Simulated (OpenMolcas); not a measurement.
# C4H10S (SMILES CC(C)(C)S) at TPSSh/6-311G(d,p) (RICD fitting)

What is the vertical electron affinity of C4H10S at TPSSh/6-311G** (RICD fitting)? 

The calculation is run with OpenMolcas 26.06.

## Step 1: The molecule

C4H10S: 15 atoms, total charge 0, spin state singlet. SMILES: `CC(C)(C)S`. The shape is that of a GFN2-xTB optimisation. This is one conformer, not always the lowest.

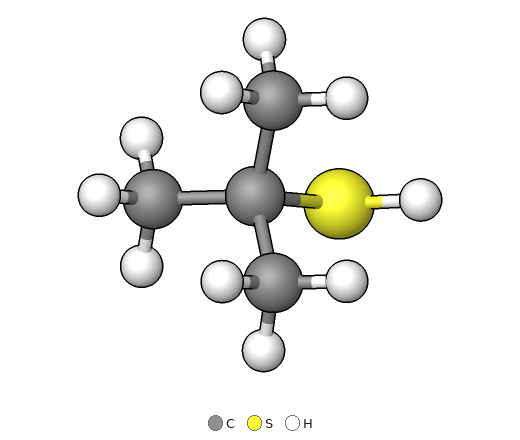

Viewed from a chosen angle; carbon grey, sulfur yellow, hydrogen white.

## Step 2: The energy at TPSSh/6-311G(d,p) (RICD fitting)

Input file job.inp:

```
&gateway
baslib=$CurrDir
coord
15
bohr
C     -2.45229759     0.52876427     1.05837891
C      0.22123024     0.30607894     0.01679967
C      2.00813636    -0.78520010     1.99279179
C      0.27812989    -1.25867098    -2.39732546
S      1.42302046     3.52677697    -0.69916087
H     -2.47671285     1.72834351     2.72712046
H     -3.72349746     1.33652770    -0.34345772
H     -3.15784574    -1.33308840     1.57769455
H      2.01818971     0.39039852     3.67959912
H      3.92492337    -0.87692741     1.25532617
H      1.41024592    -2.68239064     2.51482863
H     -0.31195599    -3.18838371    -1.99439805
H      2.17830620    -1.30538501    -3.18014451
H     -0.99144481    -0.47369765    -3.81312717
H     -0.34840881     4.08687290    -2.39490661
basis=6-311Gss
group=NoSym
ricd
&seward
&scf
ksdft=HYB_MGGA_XC_TPSSH
prorbitals=1 1
```

The basis set 6-311G** is read from a file made from the Basis Set Exchange's data (not shown).

Started as:

```console
$ export MOLCAS_MEM=1860
$ pymolcas job.inp > job.log
```

What it wrote:

```text
--- Start Module: gateway ---
[...]
--- Stop Module: gateway /rc=_RC_ALL_IS_WELL_ ---
--- Start Module: seward ---
[...]
      Basis functions          158
--- Stop Module: seward /rc=_RC_ALL_IS_WELL_ ---
[...]
--- Start Module: scf ---
[...]
       Convergence after  12 Iterations
[...]
::    Total KS-DFT energy                            -556.7269674994
[...]
      Total spin, S                                     0.0000000000
[...]
      Total electronic charge=   50.000000
      Total            charge=   -0.000000
[...]
      Dipole Moment (debye):
      Origin of the operator (angstrom)=    0.2625    0.5636   -0.0839
                   X= -1.1364E+00               Y= -1.5229E+00               Z= -1.1320E-01           Total=  1.9036E+00
      Quadrupole Moment (debye*angstrom):
[...]
--- Stop Module: scf /rc=_RC_ALL_IS_WELL_ ---
[...]
```

Wall time 41 s (1 thread of Arm Neoverse V1, shared host); peak memory 0.1 GiB.

## Step 3: The doublet anion

Input file job.input:

```
* C4H10S Kohn-Sham DFT

&GATEWAY
  BasLib
  $CurrDir
  Coord
  15
  bohr
  C     -2.45229759     0.52876427     1.05837891
  C      0.22123024     0.30607894     0.01679967
  C      2.00813636    -0.78520010     1.99279179
  C      0.27812989    -1.25867098    -2.39732546
  S      1.42302046     3.52677697    -0.69916087
  H     -2.47671285     1.72834351     2.72712046
  H     -3.72349746     1.33652770    -0.34345772
  H     -3.15784574    -1.33308840     1.57769455
  H      2.01818971     0.39039852     3.67959912
  H      3.92492337    -0.87692741     1.25532617
  H      1.41024592    -2.68239064     2.51482863
  H     -0.31195599    -3.18838371    -1.99439805
  H      2.17830620    -1.30538501    -3.18014451
  H     -0.99144481    -0.47369765    -3.81312717
  H     -0.34840881     4.08687290    -2.39490661
  Basis
  6-311Gss
  Group
  NoSym
  RICD

&SEWARD

&SCF
  UHF
  Charge
  -1
  Spin
  2
  KSDFT
  HYB_MGGA_XC_TPSSH
  PrOrbitals
  1 1
```

The basis set 6-311G** is read from a file made from the Basis Set Exchange's data (not shown).

Started as:

```console
$ export MOLCAS_MEM=1860
$ pymolcas job.input > job.log
```

What it wrote:

```text
--- Start Module: gateway ---
[...]
--- Stop Module: gateway /rc=_RC_ALL_IS_WELL_ ---
--- Start Module: seward ---
[...]
      Basis functions          158
--- Stop Module: seward /rc=_RC_ALL_IS_WELL_ ---
[...]
--- Start Module: scf ---
[...]
       Convergence after  19 Iterations
[...]
::    Total KS-DFT energy                            -556.6492166866
[...]
      Total spin, S                                     0.5007755044
[...]
      Total electronic charge=   51.000000
      Total            charge=   -1.000000
[...]
      Dipole Moment (debye):
      Origin of the operator (angstrom)=    0.2625    0.5636   -0.0839
                   X= -8.5082E-01               Y= -2.6341E+00               Z=  6.8498E-01           Total=  2.8516E+00
      Center of Charge (angstrom)
[...]
--- Stop Module: scf /rc=_RC_ALL_IS_WELL_ ---
[...]
```

It took 2 min on 1 thread of Arm Neoverse V1, shared host; peak memory 0.11 GiB.

## Step 4: Results

At TPSSh/6-311G** (RICD fitting):

| quantity | value |
| --- | --- |
| singlet C4H10S: total energy | -556.72697 Eh |
| singlet C4H10S: dipole moment | 1.90 D |
| singlet C4H10S: HOMO energy | -6.06 eV |
| singlet C4H10S: LUMO energy | 0.15 eV |
| singlet C4H10S: HOMO–LUMO gap | 6.21 eV |
| doublet anion: total energy | -556.64922 Eh |
| doublet anion: HOMO energy (highest over α and β) | 3.98 eV |
| doublet anion: LUMO energy (lowest over α and β) | 4.98 eV |
| doublet anion: ⟨S²⟩ | 0.752 |
| vertical electron affinity (to the doublet anion) | -2.116 eV |

**Reading.** This program's gradients are faulty for this kind of reference, so any forces in the log (doublet anion) can't be trusted; the energy can. The anion lies 2.12 eV (49 kcal/mol) above the neutral: the electron isn't bound at this level, and such a value depends on the basis. Without diffuse functions anions come out too high. Mulliken charges (singlet C4H10S) run from -0.43 on C2 to +0.14 on H13; they depend strongly on the basis. Mulliken charges (doublet anion) run from -0.32 on C2 to +0.06 on H13; they depend strongly on the basis. The HOMO (doublet anion) lies at positive energy, 3.98 eV; only total energies tell whether the electron is bound.
